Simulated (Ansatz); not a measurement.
## Geometry relaxation of GeH₄

System: GeH₄.
Method: RKS B3LYP-D4/def2-SVP (Ansatz 0.2.0).

It belongs to a series of runs on one base structure; here: start relaxed. Figures and captions count atoms from 1; the log counts them from 0 in places.

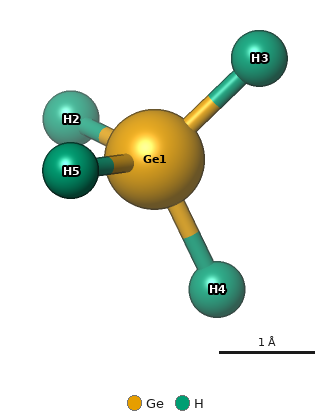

The starting structure (ball-and-stick view, seen at a tilt; atoms are numbered from 1 in the order of the input). Sticks mark near contacts.

**Input**
```yaml
crystal:
  periodic: [false, false, false]
  atoms:
    - { symbol: Ge, position_ang: [0.0, 0.0, 0.0] }
    - { symbol: H, position_ang: [0.0, 0.0, 1.55] }
    - { symbol: H, position_ang: [1.4616, 0.0, -0.5162] }
    - { symbol: H, position_ang: [-0.73, 1.2648, -0.5162] }
    - { symbol: H, position_ang: [-0.73, -1.2648, -0.5162] }
basis:
  gaussian: { orbitals: def2-SVP }
hamiltonian:
  xc: b3lyp
  dispersion: d4
relax:
  f_tol: 0.02
  max_steps: 40
output:
  orbitals: {}
```

Run as:
```bash
ansatz run input.yaml --threads 1 --pin off --max-ram 2048MiB --backend cpu --events-out ev --progress --plain --runs-dir out
```

**Log**
```
The last accepted step is kept in [file] (removed where the run ends without a failure and the disk answers)
Engine: ansatz 0.2.0, aarch64-unknown-linux-gnu
Functional definition: B3LYP
  parameter a0 = 0.2
  parameter ax = 0.72
  parameter ac = 0.81
  exchange = (1 - a0 - ax)*slater_x + ax*b88_x + a0*exact_x
  correlation = (1 - ac)*vwn_rpa_c + ac*lyp_c
568 factors; integrals over basis functions are off by at most 2.6e-4 eV
mean field evaluation 1: about -56576.8890 eV, gradient 1.6e1 eV
mean field evaluation 2: about -56577.0932 eV, gradient 1.4e1 eV
mean field evaluation 4: about -56577.2448 eV, gradient 2.0e-1 eV
mean field evaluation 8: about -56577.2423 eV, gradient 3.3e-4 eV
mean field -56577.24231072 eV, -2079.1753054866 hartree, gradient 2.6e-5 eV, S^2 0.000000; 0 other end points of the search recorded, 0 dependent functions left out
the calculation of the forces begins
reference -56577.24251656 eV, -2079.1753130514 hartree; 18, 18 occupied and 34, 34 virtual orbitals, 568 factors
relax step   1: F+E_penalty+E_count = -56577.31222983 eV  Δ(F+E_penalty+E_count) = +0.000e0 eV  max|allowed force component| = 1.628e-1 eV/Å  Δτ_max = 0.0000 Å  (20 SCF iters, accepted)
these checks for a lower state are left out or cut short: starts, cluster_reference, orbital_swaps, neighbouring_geometries, increment
568 factors; integrals over basis functions are off by at most 2.5e-4 eV
mean field evaluation 16: about -56577.2451 eV, gradient 1.3e-5 eV
mean field -56577.24514163 eV, -2079.1754095209 hartree, gradient 1.5e-5 eV, S^2 0.000000; 0 other end points of the search recorded, 0 dependent functions left out
the calculation of the forces begins
reference -56577.24534720 eV, -2079.1754170754 hartree; 18, 18 occupied and 34, 34 virtual orbitals, 568 factors
relax step   2: F+E_penalty+E_count = -56577.31509075 eV  Δ(F+E_penalty+E_count) = -2.861e-3 eV  max|allowed force component| = 1.769e-2 eV/Å  Δτ_max = 0.0087 Å  (21 SCF iters, accepted)
568 factors; integrals over basis functions are off by at most 2.5e-4 eV
mean field evaluation 32: about -56577.2451 eV, gradient 1.5e-5 eV
mean field -56577.24514163 eV, -2079.1754095209 hartree, gradient 1.5e-5 eV, S^2 0.000000; 1 other end points of the search recorded, 0 dependent functions left out
the calculation of the forces begins
reference -56577.24534720 eV, -2079.1754170754 hartree; 18, 18 occupied and 34, 34 virtual orbitals, 568 factors
Total energy: -56577.31529632 eV, -2079.1779876580 hartree
Atom 0 at     0.000217    -0.000000     0.000244 Å, force     0.002680     0.000000     0.001548 eV/Å
Atom 1 at     0.000157    -0.000000     1.541486 Å, force    -0.000291    -0.000000    -0.017688 eV/Å
Atom 2 at     1.453404     0.000000    -0.513246 Å, force    -0.016618     0.000000     0.005733 eV/Å
Atom 3 at    -0.726089     1.258386    -0.513542 Å, force     0.007115    -0.012930     0.005203 eV/Å
Atom 4 at    -0.726089    -1.258386    -0.513542 Å, force     0.007115     0.012930     0.005203 eV/Å
Dipole moment:    -0.000113     0.000000    -0.000045 e Å
```

**Trajectory as extended XYZ (Å, eV, eV/Å), 2 frames, from step=1 to step=2**
```
5
Properties=species:S:1:pos:R:3:forces:R:3 step=1 energy=-56577.31223
Ge    0.0000    0.0000    0.0000    0.0178   0.0000   0.0122
H     0.0000    0.0000    1.5500   -0.0001   0.0000  -0.1628
H     1.4616    0.0000   -0.5162   -0.1549   0.0000   0.0543
H    -0.7300    1.2648   -0.5162    0.0686  -0.1188   0.0482
H    -0.7300   -1.2648   -0.5162    0.0686   0.1188   0.0482
5
Properties=species:S:1:pos:R:3:forces:R:3 step=2 energy=-56577.31509
Ge    0.0002    0.0000    0.0002    0.0027   0.0000   0.0015
H     0.0002    0.0000    1.5415   -0.0003   0.0000  -0.0177
H     1.4534    0.0000   -0.5132   -0.0166   0.0000   0.0057
H    -0.7261    1.2584   -0.5135    0.0071  -0.0129   0.0052
H    -0.7261   -1.2584   -0.5135    0.0071   0.0129   0.0052
```

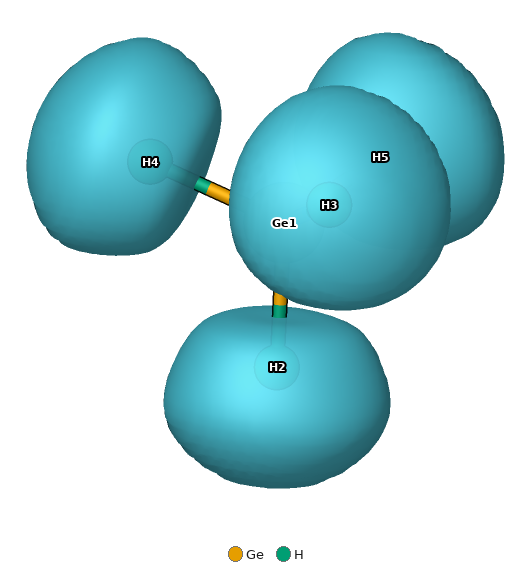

Isosurface of the electron localisation function at 0.8 (cyan), seen at an oblique angle. Only the valence region is drawn (cores and ρ < 0.01 e/Å³ removed). The ELF exceeds this value in four regions around hydrogen nuclei. Profiles from the grid: Ge–H (1.54 Å): the ELF climbs to about 1 towards the hydrogen, as it does in any bond to H.

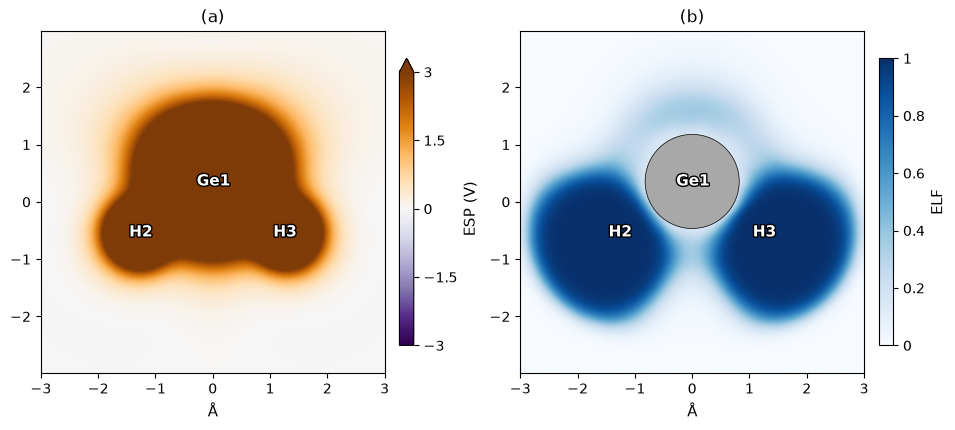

(a) electrostatic potential; (b) ELF on the plane of atoms H2, Ge1 and H3. Grey discs, where drawn, cover atomic cores. Ge–H (1.54 Å): the ELF climbs to about 1 towards the hydrogen. The potential has no marked negative region in this plane.

**Summary**

- outcome: converged
- total energy: −56577.3153 eV
- mean-field energy: −56577.2453 eV
- largest force (length of the vector) at the end: 0.018 eV/Å
- hardware: 1 thread of Arm Neoverse V1, 24 GiB of memory available, shared host
- wall time: 3.1 s
- peak memory: 0.098 GiB
